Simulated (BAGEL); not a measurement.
**CH3AlF2 (SMILES F[CH](F)[AlH2]) at HF/3-21G (density fitting with qzvpp-jkfit)**

Aim: the vertical singlet–triplet gap of CH3AlF2 at HF/3-21G (density fitting with qzvpp-jkfit), from 2 runs. 

Program for the calculation: BAGEL 1.2.2.

2 further runs of the same task are left out: 2 set aside as unsound or not needed. Runs told in other sessions of the task aren't counted.

### Step 1. The molecule

CH3AlF2: 7 atoms, total charge 0, spin state singlet. SMILES: `F[CH](F)[AlH2]`. Geometry: relaxed at PBE0-D4/def2-TZVP.

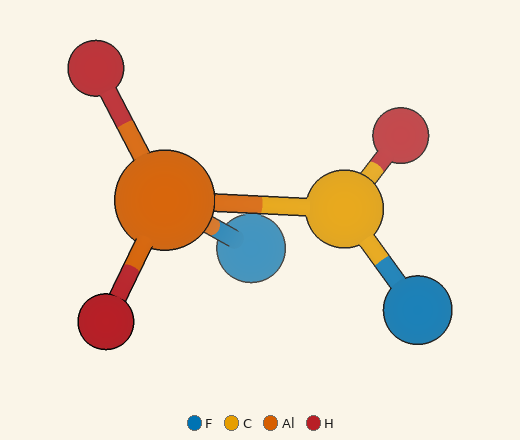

The structure, seen from a chosen angle (fluorine blue, carbon amber, aluminium orange, hydrogen red).

### Step 2. A single-point energy at HF/3-21G (density fitting with qzvpp-jkfit)

Contents of input.json:

```json
{ "bagel": [

{
  "title": "molecule",
  "basis": "3-21g",
  "df_basis": "qzvpp-jkfit",
  "angstrom": true,
  "geometry": [
    { "atom": "F", "xyz": [       0.566400,      -0.559400,       1.835800 ] },
    { "atom": "C", "xyz": [       0.747200,      -0.159800,       0.579900 ] },
    { "atom": "F", "xyz": [       0.082600,      -1.251900,      -0.301400 ] },
    { "atom": "Al", "xyz": [      -0.702200,       0.528300,      -0.561300 ] },
    { "atom": "H", "xyz": [       1.801200,      -0.277700,       0.321100 ] },
    { "atom": "H", "xyz": [      -2.150600,       0.570400,       0.060000 ] },
    { "atom": "H", "xyz": [      -0.283400,       1.082000,      -1.979700 ] }
  ]
},

{ "title": "hf" },

{ "title": "print", "file": "orbitals.molden", "orbitals": true }

]}
```

Started as:

```bash
$ BAGEL_NUM_THREADS=1 BAGEL input.json > input.out
```

The log of the run:

```text
* using 1 threads per process

  ===============================================================
  ===============================================================

  *** Geometry ***

  { "atom" : "F", "xyz" : [      1.070341,     -1.057113,      3.469159 ] },
  { "atom" : "C", "xyz" : [      1.412003,     -0.301978,      1.095852 ] },
  { "atom" : "F", "xyz" : [      0.156091,     -2.365748,     -0.569563 ] },
  { "atom" : "Al", "xyz" : [     -1.326966,      0.998342,     -1.060703 ] },
  { "atom" : "H", "xyz" : [      3.403775,     -0.524777,      0.606791 ] },
  { "atom" : "H", "xyz" : [     -4.064045,      1.077900,      0.113384 ] },
  { "atom" : "H", "xyz" : [     -0.535548,      2.044684,     -3.741091 ] },

  Number of auxiliary basis functions:      411

  Since a DF basis is specified, we compute 2- and 3-index integrals:
    o Being stored without compression. Storage requirement is 0.007 GB

  Number of basis functions:       46
  Number of electrons      :       40

    * METHOD: MOLECULE                             0.12

  *** RHF ***

  === Nuclear Repulsion ===
   159.4138018488

      * DIIS with orbital gradients will be used.

  === RHF iteration (3-21g) ===
      0       -477.63675486          0.02595431           0.02
      1       -477.71921898          0.01674205           0.02
      2       -477.75540866          0.00166599           0.02
      3       -477.75650918          0.00052042           0.02
      4       -477.75657025          0.00016580           0.02
      5       -477.75658380          0.00004014           0.02
      6       -477.75658467          0.00001151           0.02
      7       -477.75658475          0.00000424           0.02
      8       -477.75658476          0.00000149           0.02
      9       -477.75658476          0.00000058           0.02
     10       -477.75658476          0.00000023           0.02
     11       -477.75658476          0.00000007           0.02
     12       -477.75658476          0.00000002           0.02
     13       -477.75658476          0.00000001           0.02
    * SCF iteration converged.

    * Permanent dipole moment:
           (   -0.478460,    -0.573918,     0.205098) a.u.

    * METHOD: HF                                   0.38

    * METHOD: PRINT                                0.01

  ===============================================================
```

Wall time 0.64 s (1 thread of Arm Neoverse V1, shared host); peak memory 0.083 GiB.

### Step 3. The triplet, same level

Contents of hf.json:

```json
{ "bagel": [

{
  "title": "molecule",
  "basis": "3-21g",
  "df_basis": "qzvpp-jkfit",
  "angstrom": true,
  "geometry": [
    { "atom": "F", "xyz": [    0.566400,   -0.559400,    1.835800 ] },
    { "atom": "C", "xyz": [    0.747200,   -0.159800,    0.579900 ] },
    { "atom": "F", "xyz": [    0.082600,   -1.251900,   -0.301400 ] },
    { "atom": "Al", "xyz": [   -0.702200,    0.528300,   -0.561300 ] },
    { "atom": "H", "xyz": [    1.801200,   -0.277700,    0.321100 ] },
    { "atom": "H", "xyz": [   -2.150600,    0.570400,    0.060000 ] },
    { "atom": "H", "xyz": [   -0.283400,    1.082000,   -1.979700 ] }
  ]
},
{ "title": "uhf", "nopen": 2 },
{ "title": "print", "file": "orbitals.molden", "orbitals": true }

]}
```

Started as:

```bash
$ BAGEL_NUM_THREADS=1 BAGEL hf.json > hf.out
```

The log of the run:

```text
* using 1 threads per process

  ===============================================================
  ===============================================================

  *** Geometry ***

  { "atom" : "F", "xyz" : [      1.070341,     -1.057113,      3.469159 ] },
  { "atom" : "C", "xyz" : [      1.412003,     -0.301978,      1.095852 ] },
  { "atom" : "F", "xyz" : [      0.156091,     -2.365748,     -0.569563 ] },
  { "atom" : "Al", "xyz" : [     -1.326966,      0.998342,     -1.060703 ] },
  { "atom" : "H", "xyz" : [      3.403775,     -0.524777,      0.606791 ] },
  { "atom" : "H", "xyz" : [     -4.064045,      1.077900,      0.113384 ] },
  { "atom" : "H", "xyz" : [     -0.535548,      2.044684,     -3.741091 ] },

  Number of auxiliary basis functions:      411

  Since a DF basis is specified, we compute 2- and 3-index integrals:
    o Being stored without compression. Storage requirement is 0.007 GB

  Number of basis functions:       46
  Number of electrons      :       40

    * METHOD: MOLECULE                             0.12

  *** Open-shell HF ***

  === Nuclear Repulsion ===
   159.4138018488

      * DIIS with orbital gradients will be used.

  === UHF iteration (3-21g) ===
      0       -477.35351045          0.05599436           0.04
      1       -477.46043210          0.04115211           0.04
      2       -477.50156203          0.02683387           0.04
      3       -477.52949283          0.00268994           0.04
      4       -477.53210861          0.00162433           0.04
      5       -477.53308244          0.00097777           0.04
      6       -477.53393655          0.00083829           0.04
      7       -477.53454847          0.00076815           0.04
      8       -477.53485424          0.00075403           0.04
      9       -477.53608620          0.00073459           0.04
     10       -477.53693552          0.00058552           0.04
     11       -477.53766595          0.00052714           0.04
     12       -477.53848470          0.00051857           0.04
     13       -477.53831319          0.00051763           0.04
     14       -477.53850760          0.00014843           0.04
     15       -477.53851735          0.00005905           0.04
     16       -477.53851944          0.00002507           0.04
     17       -477.53851972          0.00001687           0.04
     18       -477.53851981          0.00001480           0.04
     19       -477.53851991          0.00000310           0.04
     20       -477.53851992          0.00000141           0.04
     21       -477.53851992          0.00000058           0.04
     22       -477.53851992          0.00000021           0.04
     23       -477.53851992          0.00000013           0.04
     24       -477.53851992          0.00000005           0.04
     25       -477.53851992          0.00000003           0.04
     26       -477.53851992          0.00000001           0.04
     27       -477.53851992          0.00000001           0.04
    * SCF iteration converged.

    * S^2 (UHF) is 2.0151

    * Permanent dipole moment:
           (   -0.261007,    -0.644817,     0.347820) a.u.

    * METHOD: UHF                                  1.26

    * METHOD: PRINT                                0.01

  ===============================================================
```

Wall time 1.5 s (1 thread of Arm Neoverse V1, shared host); peak memory 0.083 GiB.

### Step 4. Summary of results

At HF/3-21G (density fitting with qzvpp-jkfit):

| quantity | value |
| --- | --- |
| singlet: total energy | -477.75658 Eh |
| singlet: dipole moment | 1.97 D |
| singlet: HOMO energy | -11.77 eV |
| singlet: LUMO energy | 2.01 eV |
| singlet: HOMO–LUMO gap | 13.78 eV |
| triplet: total energy | -477.53852 Eh |
| triplet: dipole moment | 1.98 D |
| triplet: ⟨S²⟩ | 2.015 |
| vertical energy of the triplet above the singlet | 5.934 eV |

At this shape the triplet lies 5.93 eV (137 kcal/mol) above the singlet.
